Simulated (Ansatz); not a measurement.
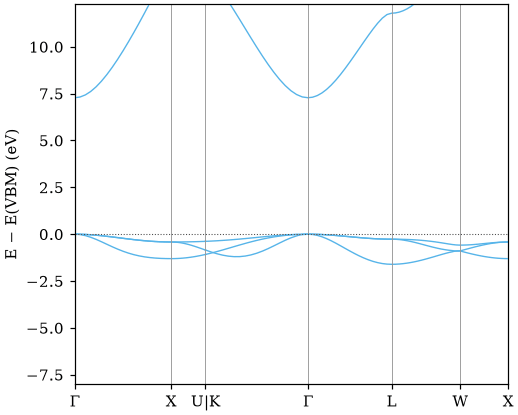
Band structure from r²SCAN in the plane-wave PAW code Ansatz

Q: Read off the gap and where the band edges lie.

A: About 7.3 eV (7.28 eV by a search for the band edges); maximum at Γ, minimum at Γ.

Q: Which of these materials gives this?
A) NaCl, rock salt
B) MgO, rock salt
C) NaF, rock salt
D) LiF, zinc blende

A: C, NaF, rock salt

Space group Fm-3m (rock salt). The cell was relaxed with r²SCAN under the symmetry of its start.

Potentials: the earlier of the program's two PAW sets. The files were generated under PBE; for other functionals the program regenerates the frozen cores, and for LDA and PBEsol the local potential too.
